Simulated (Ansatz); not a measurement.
**CH₅AlF₂S: density, localisation and related maps**

Input

```
crystal:
  periodic: [false, false, false]
  atoms:
    - { symbol: Al, position_ang: [-1.389717, -0.243472, -0.295204] }
    - { symbol: C, position_ang: [0.380277, -1.079206, -0.477433] }
    - { symbol: F, position_ang: [-2.253078, 0.282046, -1.61953] }
    - { symbol: F, position_ang: [-2.171624, -0.22326, 1.17728] }
    - { symbol: H, position_ang: [1.356392, 0.972192, 0.23198] }
    - { symbol: S, position_ang: [0.990387, 2.22881, 0.610514] }
    - { symbol: H, position_ang: [0.895868, -1.131022, 0.497032] }
    - { symbol: H, position_ang: [0.271801, -2.118798, -0.832151] }
    - { symbol: H, position_ang: [1.015637, -0.550842, -1.208642] }
    - { symbol: H, position_ang: [0.904056, 1.863552, 1.916354] }
magnetization:
  spin_polarized: true
basis:
  gaussian: { orbitals: "6-31G*" }
hamiltonian:
  xc: pbe
  dispersion: d4
relax:
  f_tol: 0.03
  max_steps: 50
output:
  orbitals: {}
```

Command:

```sh
ansatz run input.yaml --threads 2 --pin off --max-ram 3072MiB --backend cpu --events-out ev --progress --plain --runs-dir out
```

The fields are those of the relaxed geometry.

These are results of UKS PBE-D4/6-31G* in Ansatz, not measurements.

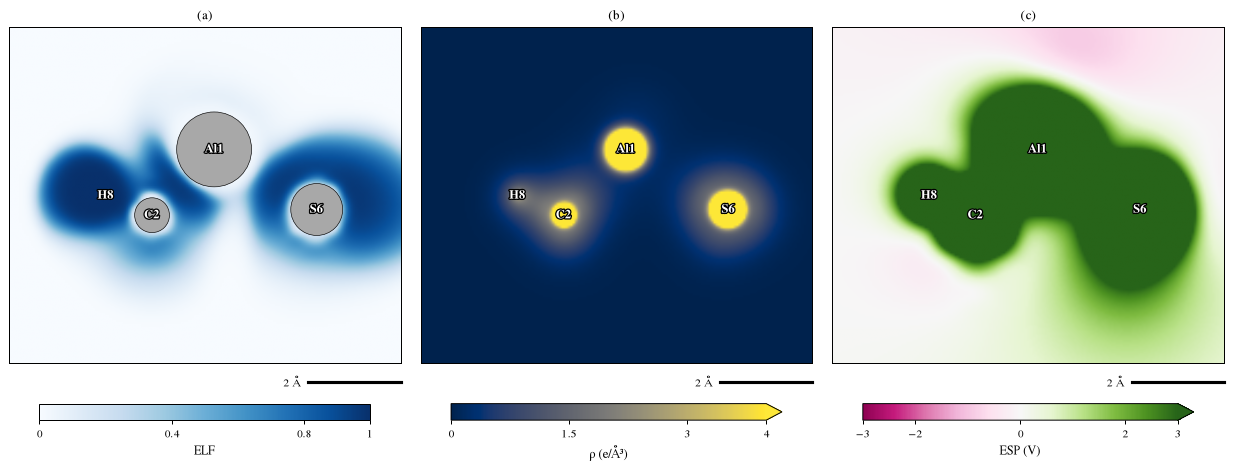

Figure 1. (a) electron localisation function; (b) total electron density; (c) electrostatic potential on the plane of atoms C2, Al1 and S6. Grey discs cover the atomic cores in the ELF map.

Q: What does the map show?

A: The section cuts through Al, C, S and H sites. C–Al (1.96 Å): ρ is about 0.71 e/Å³ halfway; the ELF peaks at about 0.95 between the atoms; a shared but strongly polarised pair. Al–S (2.57 Å): ρ at the midpoint is about 0.33 e/Å³, with its minimum of 0.21 e/Å³ about 0.9 Å from Al; the ELF peaks at about 0.95 in the valence shell of S, 1.0 Å from its nucleus, and is about 0.85 at the midpoint. C–H (1.10 Å): ρ at the midpoint is about 1.8 e/Å³; the ELF climbs to about 1 towards the hydrogen, as it does in any bond to H (an ordinary covalent bond to hydrogen). The ELF also peaks beside S6, away from the bonds: lone-pair regions. Outside the dense part of the molecule the potential is most negative (−0.9 V) near F3 and F4, which lies off the plane.

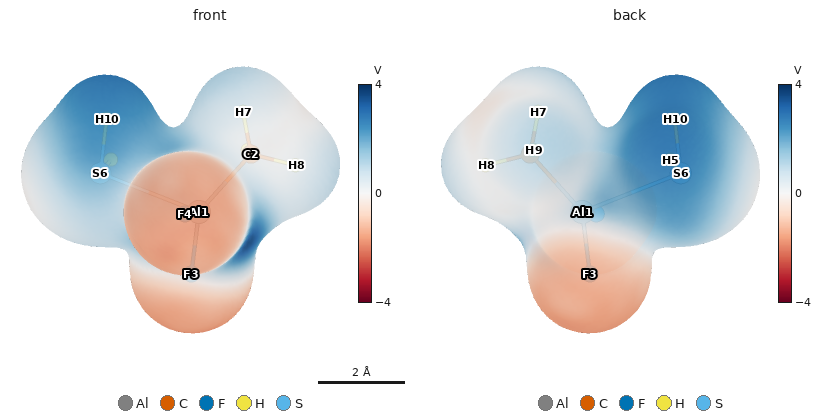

Figure 2. The molecular electrostatic potential painted on the density surface at 0.004 e/bohr³, seen from the front and from behind; red is negative and blue positive.

Q: Which sites attract a positive test charge, and which a negative one?

A: A positive charge is drawn to the negative regions and a negative charge to the positive ones. The most negative region (about −1.7 V) lies over F3 and F4, the most positive (about +3.3 V) over Al1.

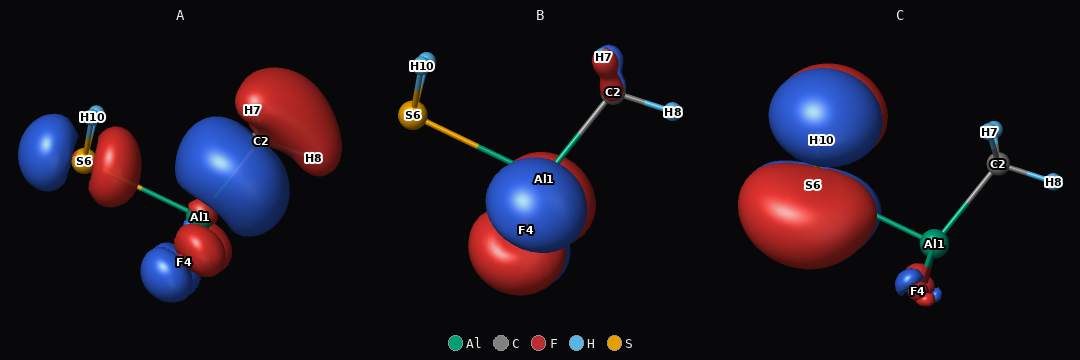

Figure 3. Three frontier orbitals at ±0.1 Å⁻³ᐟ² (blue and red are the two phases), in no order.

Q: Which picture is the HOMO−1, the HOMO and the LUMO?

A: B is the HOMO−1 (−7.80 eV). Its weight (Hirshfeld) is mainly on F4 (about 45 %) and F3 (about 45 %); largely a combination of lone pairs on F4 and F3. A is the HOMO (−6.67 eV). By Hirshfeld shares it lies mainly on C2 (about 45 %), Al1 (about 15 %), S6 (about 10 %), F3 (about 5 %) and F4 (about 5 %). C is the LUMO (−1.59 eV). By Hirshfeld shares it lies mainly on S6 (about 60 %), H5 (about 20 %) and H10 (about 20 %).

Q: What is the HOMO–LUMO gap?

A: 5.08 eV between the orbital energies.
